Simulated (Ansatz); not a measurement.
## Run report: GeH$_{4}$ClOF, geometry relaxation

GeH$_{4}$ClOF, computed with RKS BHLYP-D4/def2-SVP (Ansatz 0.2.0).

It belongs to a series of runs on one base structure; here: end point A relaxed.

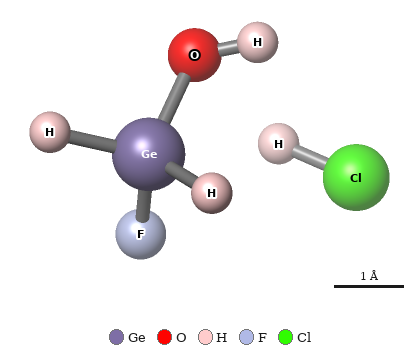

Fig. 1: The input geometry (ball-and-stick view, seen at a tilt). Sticks mark near contacts.

## Summary

```csv
quantity,value
outcome,converged
total energy,−73854.4165 eV
mean-field energy,−73854.2364 eV
largest force (length of the vector) at the end,0.017 eV/Å
hardware,"2 threads of Arm Neoverse V2, 24 GiB of memory available, shared host"
wall time,34 s (CPU time 64 s)
peak memory,0.22 GiB
```

## Input
```yaml
crystal:
  periodic: [false, false, false]
  atoms:
    - { symbol: Ge, position_ang: [-0.265988, 0.180547, -0.015016] }
    - { symbol: O, position_ang: [-0.303106, 0.170359, 1.749113] }
    - { symbol: H, position_ang: [-0.602435, -0.64754, 2.14147] }
    - { symbol: F, position_ang: [1.414151, 0.097792, -0.410496] }
    - { symbol: H, position_ang: [-0.728847, 1.552945, -0.470212] }
    - { symbol: H, position_ang: [-0.958175, -1.032461, -0.618542] }
    - { symbol: Cl, position_ang: [1.219017, -2.47255, 1.566657] }
    - { symbol: H, position_ang: [1.448683, -1.180594, 1.771525] }
basis:
  gaussian: { orbitals: def2-SVP }
hamiltonian:
  xc: { name: BHLYP }
  dispersion: d4
relax:
  f_tol: 0.03
  max_steps: 50
output:
  orbitals: {}
```

Launched with:
```bash
ansatz run input.yaml --threads 2 --pin off --max-ram 3072MiB --backend cpu --events-out ev --progress --plain --runs-dir out
```

## The program's output
```
The last accepted step is kept in [file] (removed where the run ends without a failure and the disk answers)
Engine: ansatz 0.2.0, aarch64-unknown-linux-gnu
Functional definition: BHLYP
  parameter a = 0.5
  exchange = (1 - a)*b88_x + a*exact_x
  correlation = lyp_c
1013 factors; integrals over basis functions are off by at most 3.3e-4 eV
mean field evaluation 1: about -73849.5882 eV, gradient 5.1e1 eV
mean field evaluation 2: about -73847.3704 eV, gradient 6.3e1 eV
mean field evaluation 4: about -73853.9339 eV, gradient 1.7e0 eV
mean field evaluation 8: about -73853.9713 eV, gradient 9.3e-2 eV
mean field evaluation 16: about -73853.9713 eV, gradient 6.9e-5 eV
mean field -73853.97133022 eV, -2714.0833863658 hartree, gradient 6.9e-5 eV, S^2 0.000000; 0 other end points of the search recorded, 0 dependent functions left out
the calculation of the forces begins
reference -73853.97148930 eV, -2714.0833922119 hartree; 35, 35 occupied and 63, 63 virtual orbitals, 1013 factors
relax step   1: F+E_penalty+E_count = -73854.16114512 eV  Δ(F+E_penalty+E_count) = +0.000e0 eV  max|allowed force component| = 1.300e0 eV/Å  Δτ_max = 0.0000 Å  (26 SCF iters, accepted)
these checks for a lower state are left out or cut short: starts, cluster_reference, orbital_swaps, neighbouring_geometries, increment
1013 factors; integrals over basis functions are off by at most 2.9e-4 eV
mean field -73854.03809901 eV, -2714.0858400736 hartree, gradient 2.1e-5 eV, S^2 0.000000; 0 other end points of the search recorded, 0 dependent functions left out
[... from here on the field's lines of each further geometry are left out, up to the last ...]
relax step   2: F+E_penalty+E_count = -73854.21827973 eV  Δ(F+E_penalty+E_count) = -5.713e-2 eV  max|allowed force component| = 8.782e-1 eV/Å  Δτ_max = 0.1948 Å  (30 SCF iters, accepted)
relax step   3: F+E_penalty+E_count = -73854.23808660 eV  Δ(F+E_penalty+E_count) = -1.981e-2 eV  max|allowed force component| = 5.687e-1 eV/Å  Δτ_max = 0.2000 Å  (30 SCF iters, accepted)
relax step   4: F+E_penalty+E_count = -73854.24501449 eV  Δ(F+E_penalty+E_count) = -6.928e-3 eV  max|allowed force component| = 1.310e0 eV/Å  Δτ_max = 0.1945 Å  (30 SCF iters, accepted)
relax step   5: F+E_penalty+E_count = -73854.28187735 eV  Δ(F+E_penalty+E_count) = -3.686e-2 eV  max|allowed force component| = 9.699e-1 eV/Å  Δτ_max = 0.1743 Å  (30 SCF iters, accepted)
relax step   6: F+E_penalty+E_count = -73854.35567718 eV  Δ(F+E_penalty+E_count) = -7.380e-2 eV  max|allowed force component| = 7.286e-1 eV/Å  Δτ_max = 0.1994 Å  (30 SCF iters, accepted)
relax step   7: F+E_penalty+E_count = -73854.38820548 eV  Δ(F+E_penalty+E_count) = -3.253e-2 eV  max|allowed force component| = 1.558e-1 eV/Å  Δτ_max = 0.1311 Å  (30 SCF iters, accepted)
relax step   8: F+E_penalty+E_count = -73854.37463313 eV  Δ(F+E_penalty+E_count) = +1.357e-2 eV  max|allowed force component| = 9.423e-1 eV/Å  Δτ_max = 0.1329 Å  (30 SCF iters, rejected (line search))
relax step   9: F+E_penalty+E_count = -73854.40518726 eV  Δ(F+E_penalty+E_count) = -1.698e-2 eV  max|allowed force component| = 2.246e-1 eV/Å  Δτ_max = 0.0657 Å  (30 SCF iters, accepted)
relax step  10: F+E_penalty+E_count = -73854.40954401 eV  Δ(F+E_penalty+E_count) = -4.357e-3 eV  max|allowed force component| = 1.726e-1 eV/Å  Δτ_max = 0.0270 Å  (32 SCF iters, accepted)
relax step  11: F+E_penalty+E_count = -73854.41440007 eV  Δ(F+E_penalty+E_count) = -4.856e-3 eV  max|allowed force component| = 1.689e-1 eV/Å  Δτ_max = 0.0699 Å  (30 SCF iters, accepted)
relax step  12: F+E_penalty+E_count = -73854.41598088 eV  Δ(F+E_penalty+E_count) = -1.581e-3 eV  max|allowed force component| = 6.782e-2 eV/Å  Δτ_max = 0.0242 Å  (31 SCF iters, accepted)
relax step  13: F+E_penalty+E_count = -73854.41602387 eV  Δ(F+E_penalty+E_count) = -4.298e-5 eV  max|allowed force component| = 6.475e-2 eV/Å  Δτ_max = 0.0456 Å  (31 SCF iters, accepted)
the calculation of the forces begins
reference -73854.23638044 eV, -2714.0931267818 hartree; 35, 35 occupied and 63, 63 virtual orbitals, 1013 factors
relax step  14: F+E_penalty+E_count = -73854.41638719 eV  Δ(F+E_penalty+E_count) = -3.633e-4 eV  max|allowed force component| = 1.406e-2 eV/Å  Δτ_max = 0.0138 Å  (25 SCF iters, accepted)
```

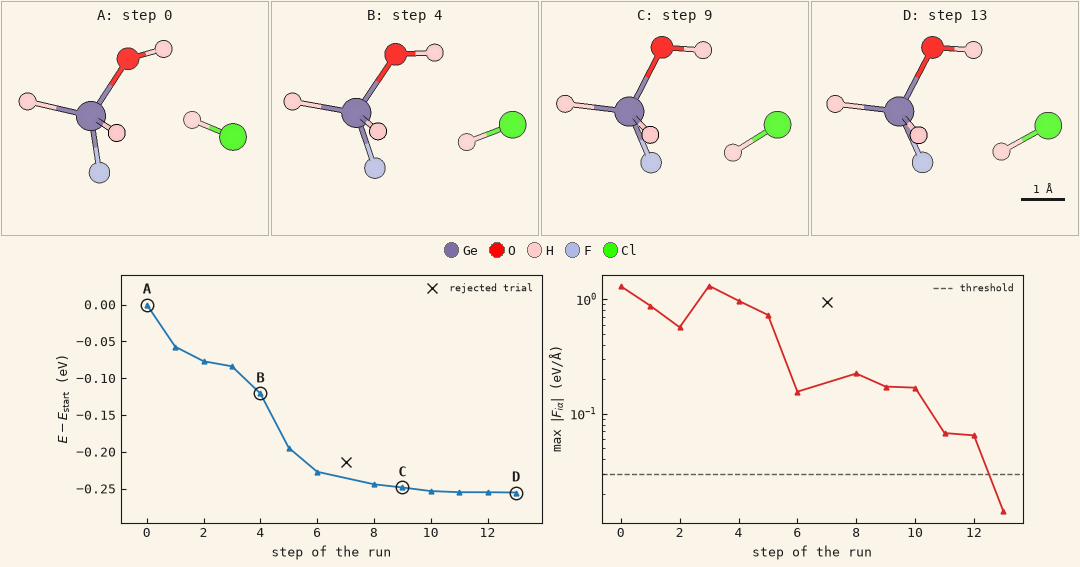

Fig. 2: Frames of the relaxation (ball-and-stick view, seen at a tilt) above the curves, on which the letters mark them (the first geometry is step 0 here and step 1 in the log).

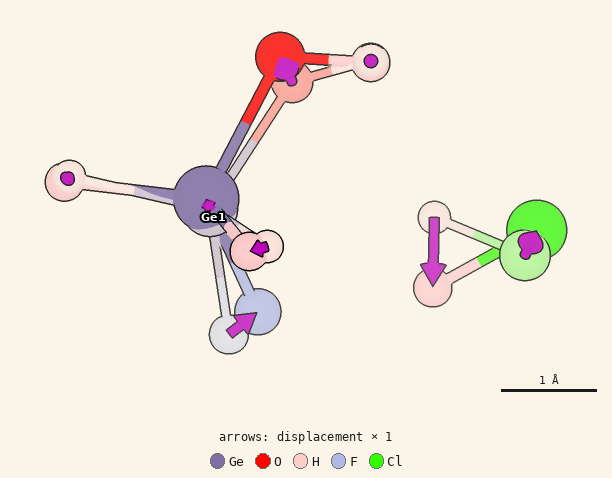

Fig. 3: Start (faint) and end (solid) with the displacements as pink arrows, at true length (ball-and-stick view, seen at a tilt). The two geometries are laid on each other by the best rigid fit. The largest move after the best rigid fit is that of H8, 0.75 Å. Largest moves by element: H 0.75 Å, O 0.47 Å, Cl 0.47 Å, F 0.39 Å, Ge 0.13 Å. Among the contacts that change: Cl7–H8 1.328 → 1.291 Å, Ge1–F4 1.728 → 1.756 Å, Ge1–O2 1.765 → 1.742 Å. Among the angles that change: F4–Ge1–H6 108.3° → 104.3°. Over 13 geometry steps the energy falls by 0.255 eV. The largest force component goes from 1.3 to 0.014 eV/Å. The line search rejected the trial step at point 7 (counted from 0) and went back. (Atoms are counted from 1 in the order of the input.)

```
1013 factors; integrals over basis functions are off by at most 5.9e-4 eV
mean field -73854.23622214 eV, -2714.0931209643 hartree, gradient 7.8e-6 eV, S^2 0.000000; 1 other end points of the search recorded, 0 dependent functions left out
the calculation of the forces begins
reference -73854.23638044 eV, -2714.0931267818 hartree; 35, 35 occupied and 63, 63 virtual orbitals, 1013 factors
Total energy: -73854.41654550 eV, -2714.0997477254 hartree
Atom 0 at    -0.373176     0.222622     0.015412 Å, force     0.006465     0.006443    -0.014064 eV/Å
Atom 1 at    -0.795611     0.183530     1.704850 Å, force     0.003362    -0.011381     0.009838 eV/Å
Atom 2 at    -0.515327    -0.609558     2.164988 Å, force    -0.002572     0.005200     0.003325 eV/Å
Atom 3 at     1.356852    -0.071442    -0.052739 Å, force    -0.005122     0.002936    -0.000225 eV/Å
Atom 4 at    -0.601973     1.634988    -0.487337 Å, force     0.001808     0.001094     0.001004 eV/Å
Atom 5 at    -0.980814    -0.911774    -0.797198 Å, force    -0.002841    -0.004895    -0.001585 eV/Å
Atom 6 at     1.363093    -2.338158     2.000882 Å, force    -0.001481     0.001760    -0.000056 eV/Å
Atom 7 at     1.770256    -1.441710     1.165641 Å, force     0.000381    -0.001156     0.001762 eV/Å
Dipole moment:    -0.229693     0.044949    -0.314431 e Å
```

## Trajectory as extended XYZ (Å, eV, eV/Å), 13 of the 14 frames kept, from step=1 to step=14
```
8
Properties=species:S:1:pos:R:3:forces:R:3 step=1 energy=-73854.16115
Ge   -0.2660    0.1805   -0.0150   -0.1427   0.2050   0.0747
O    -0.3031    0.1704    1.7491   -0.0885   0.0721  -0.1383
H    -0.6024   -0.6475    2.1415    0.0025  -0.0195  -0.0125
F     1.4142    0.0978   -0.4105    0.0491  -0.0445   0.0064
H    -0.7288    1.5529   -0.4702   -0.0232  -0.0002  -0.0276
H    -0.9582   -1.0325   -0.6185    0.0097   0.0226   0.0073
Cl    1.2190   -2.4726    1.5667    0.3272   1.0641   0.3028
H     1.4487   -1.1806    1.7715   -0.1341  -1.2995  -0.2128
8
Properties=species:S:1:pos:R:3:forces:R:3 step=2 energy=-73854.21828
Ge   -0.2958    0.2289   -0.0318   -0.0437   0.0273   0.1799
O    -0.3479    0.2026    1.7298   -0.0616  -0.0629  -0.1350
H    -0.6218   -0.6295    2.1132    0.0382   0.0090  -0.0165
F     1.3893    0.1106   -0.4045    0.0261  -0.0345   0.0028
H    -0.7516    1.5984   -0.4966    0.0040   0.0200  -0.0205
H    -0.9793   -0.9908   -0.6311   -0.0168   0.0174  -0.0280
Cl    1.3303   -2.5752    1.6892    0.0738   0.8782   0.0796
H     1.5000   -1.2765    1.7462   -0.0200  -0.8544  -0.0623
8
Properties=species:S:1:pos:R:3:forces:R:3 step=3 energy=-73854.23809
Ge   -0.3528    0.2847   -0.0472    0.3467  -0.5687   0.0516
O    -0.4386    0.1669    1.6998   -0.2454  -0.2957   0.2422
H    -0.6008   -0.7239    2.0386    0.1523   0.5155  -0.2543
F     1.3344   -0.0148   -0.3784   -0.2643   0.2127  -0.0087
H    -0.7100    1.6826   -0.5189    0.0904   0.0091   0.1091
H    -1.0927   -0.8856   -0.6839   -0.0636   0.0934  -0.0937
Cl    1.3925   -2.5482    1.8024    0.0108   0.2876   0.0629
H     1.6913   -1.2933    1.8021   -0.0269  -0.2539  -0.1091
8
Properties=species:S:1:pos:R:3:forces:R:3 step=4 energy=-73854.24501
Ge   -0.3520    0.2771   -0.0391    0.1488  -0.3908   0.2178
O    -0.4737    0.1618    1.7067   -0.1590   0.3993  -0.1965
H    -0.6264   -0.7180    2.0384    0.0824  -0.2037   0.0682
F     1.3451    0.0175   -0.3414   -0.1153   0.0787   0.0120
H    -0.7130    1.6768   -0.5007    0.0786   0.0081   0.0720
H    -1.0726   -0.8906   -0.7020   -0.0187   0.0702  -0.0869
Cl    1.3295   -2.5365    1.9182    0.4557   1.3101  -0.2822
H     1.7864   -1.3196    1.6344   -0.4725  -1.2720   0.1955
8
Properties=species:S:1:pos:R:3:forces:R:3 step=5 energy=-73854.28188
Ge   -0.3602    0.2788   -0.0310    0.1138  -0.3670   0.2821
O    -0.5349    0.1571    1.7080   -0.3087  -0.2305   0.0047
H    -0.6347   -0.7456    2.0377    0.2032   0.4881  -0.1677
F     1.3470    0.0053   -0.2831   -0.1018   0.0358  -0.0045
H    -0.6947    1.6852   -0.4973    0.0887  -0.0196   0.0818
H    -1.0742   -0.8759   -0.7261    0.0216   0.0762  -0.0887
Cl    1.3104   -2.4589    2.0162    0.5227   0.9699  -0.4846
H     1.8647   -1.3774    1.4899   -0.5395  -0.9529   0.3769
8
Properties=species:S:1:pos:R:3:forces:R:3 step=6 energy=-73854.35568
Ge   -0.3778    0.2369    0.0028    0.0365   0.3550  -0.7286
O    -0.7177    0.2356    1.6942    0.0052  -0.5966   0.6176
H    -0.5101   -0.6255    2.0718   -0.0921   0.2709   0.2199
F     1.3496    0.0365   -0.1540    0.0396  -0.2070   0.1027
H    -0.6902    1.6334   -0.4832   -0.0256   0.1119  -0.1301
H    -1.0172   -0.9102   -0.7686    0.0756  -0.0587   0.0400
Cl    1.3040   -2.4461    1.9981    0.0170   0.1604  -0.0785
H     1.8826   -1.4922    1.3535   -0.0562  -0.0359  -0.0430
8
Properties=species:S:1:pos:R:3:forces:R:3 step=7 energy=-73854.38820
Ge   -0.3650    0.2392    0.0125   -0.0923   0.0882   0.0030
O    -0.7278    0.2043    1.7174   -0.0824  -0.1154  -0.0748
H    -0.5645   -0.6616    2.0947    0.0425   0.0896   0.1558
F     1.3589   -0.0136   -0.1149    0.0980  -0.0768   0.0002
H    -0.6553    1.6402   -0.4863    0.0284   0.0377  -0.0294
H    -0.9953   -0.9118   -0.7594    0.0210  -0.0168  -0.0178
Cl    1.2894   -2.3227    2.0275    0.1286  -0.0006  -0.0968
H     1.8830   -1.5055    1.2230   -0.1438  -0.0059   0.0597
8
Properties=species:S:1:pos:R:3:forces:R:3 step=9 energy=-73854.40519
Ge   -0.3650    0.2345    0.0161   -0.1361   0.0579   0.0785
O    -0.7630    0.2078    1.7170    0.0516  -0.2246  -0.1009
H    -0.5439   -0.6363    2.1220   -0.0229   0.1853   0.0645
F     1.3617   -0.0325   -0.0791    0.0792  -0.0422   0.0102
H    -0.6380    1.6353   -0.4972    0.0329   0.0061  -0.0097
H    -0.9792   -0.9209   -0.7627    0.0155  -0.0003  -0.0144
Cl    1.3179   -2.3421    2.0071    0.1138   0.1152  -0.1490
H     1.8328   -1.4772    1.1914   -0.1340  -0.0973   0.1206
8
Properties=species:S:1:pos:R:3:forces:R:3 step=10 energy=-73854.40954
Ge   -0.3626    0.2264    0.0212   -0.1190   0.0679   0.0452
O    -0.7705    0.2092    1.7186    0.0394  -0.1726  -0.0752
H    -0.5433   -0.6232    2.1409   -0.0156   0.1371   0.0478
F     1.3666   -0.0354   -0.0651    0.0738  -0.0307   0.0041
H    -0.6297    1.6259   -0.4987    0.0213   0.0035  -0.0097
H    -0.9683   -0.9314   -0.7606    0.0132  -0.0003  -0.0050
Cl    1.3112   -2.3398    1.9811    0.0859   0.0525  -0.0813
H     1.8199   -1.4632    1.1771   -0.0989  -0.0574   0.0741
8
Properties=species:S:1:pos:R:3:forces:R:3 step=11 energy=-73854.41440
Ge   -0.3621    0.2217    0.0231   -0.0459   0.0187   0.0446
O    -0.7799    0.2062    1.7170   -0.0412   0.1478  -0.1689
H    -0.5417   -0.5990    2.1719    0.0618  -0.1510   0.1031
F     1.3717   -0.0405   -0.0454    0.0193  -0.0158   0.0128
H    -0.6153    1.6206   -0.5075    0.0025  -0.0177   0.0184
H    -0.9526   -0.9414   -0.7617   -0.0021   0.0083  -0.0045
Cl    1.3440   -2.3665    1.9563    0.0304   0.1086  -0.0776
H     1.7592   -1.4327    1.1607   -0.0247  -0.0989   0.0721
8
Properties=species:S:1:pos:R:3:forces:R:3 step=12 energy=-73854.41598
Ge   -0.3694    0.2226    0.0179    0.0678  -0.0415   0.0376
O    -0.7895    0.1942    1.7087   -0.0066  -0.0073   0.0091
H    -0.5196   -0.5995    2.1744    0.0006   0.0189  -0.0249
F     1.3660   -0.0485   -0.0470   -0.0456  -0.0017   0.0018
H    -0.6136    1.6263   -0.4970   -0.0098   0.0228  -0.0095
H    -0.9608   -0.9310   -0.7791   -0.0083   0.0033  -0.0132
Cl    1.3411   -2.3513    1.9749    0.0084   0.0104  -0.0062
H     1.7691   -1.4441    1.1616   -0.0066  -0.0048   0.0052
8
Properties=species:S:1:pos:R:3:forces:R:3 step=13 energy=-73854.41602
Ge   -0.3722    0.2196    0.0149   -0.0103   0.0647  -0.0541
O    -0.7928    0.1765    1.7040    0.0094  -0.0172   0.0168
H    -0.5034   -0.6144    2.1618   -0.0099  -0.0054   0.0234
F     1.3579   -0.0727   -0.0586   -0.0121  -0.0178   0.0136
H    -0.6009    1.6343   -0.4821    0.0037   0.0005   0.0011
H    -0.9857   -0.9058   -0.8050    0.0056  -0.0250   0.0044
Cl    1.3625   -2.3327    2.0106   -0.0015   0.0092  -0.0092
H     1.7580   -1.4364    1.1690    0.0151  -0.0090   0.0042
8
Properties=species:S:1:pos:R:3:forces:R:3 step=14 energy=-73854.41639
Ge   -0.3732    0.2226    0.0154    0.0065   0.0064  -0.0141
O    -0.7956    0.1835    1.7048    0.0034  -0.0114   0.0098
H    -0.5153   -0.6096    2.1650   -0.0026   0.0052   0.0033
F     1.3569   -0.0714   -0.0527   -0.0051   0.0029  -0.0002
H    -0.6020    1.6350   -0.4873    0.0018   0.0011   0.0010
H    -0.9808   -0.9118   -0.7972   -0.0028  -0.0049  -0.0016
Cl    1.3631   -2.3382    2.0009   -0.0015   0.0018  -0.0001
H     1.7703   -1.4417    1.1656    0.0004  -0.0012   0.0018
```

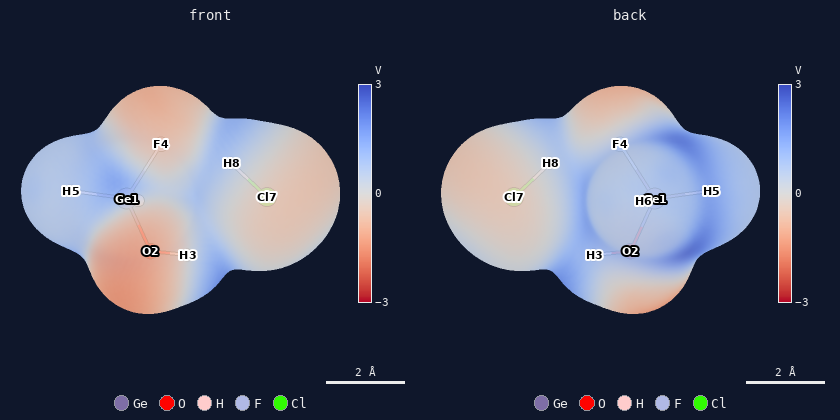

Fig. 4: The molecular electrostatic potential painted on the density surface at 0.002 e/bohr³, seen at a tilt and from behind; the colour scale runs from red (negative) to blue (positive). A positive charge is drawn to the negative regions and a negative charge to the positive ones.

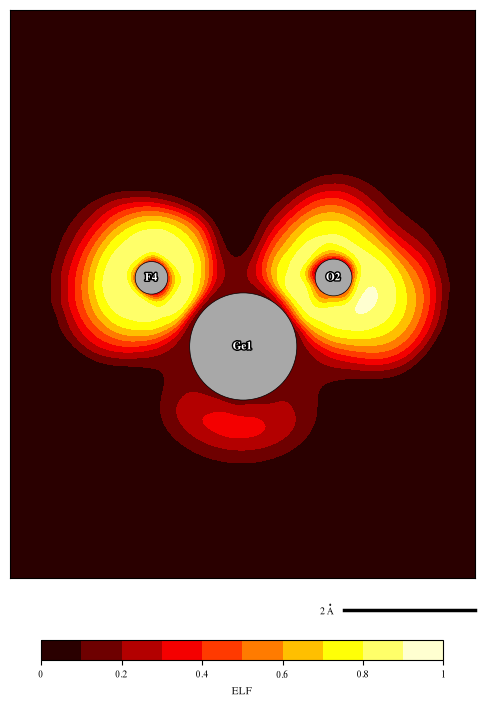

Fig. 5: ELF on the plane of atoms O2, Ge1 and F4. Grey discs, where drawn, cover atomic cores. Atoms in the plane: Ge, O and F. Ge–O (1.74 Å): the ELF peaks at about 0.85 in the valence shell of O, 0.6 Å from its nucleus, and is about 0.35 at the midpoint. Ge–F (1.76 Å): the ELF peaks at about 0.85 in the valence shell of F, 0.5 Å from its nucleus, and is about 0.20 at the midpoint.
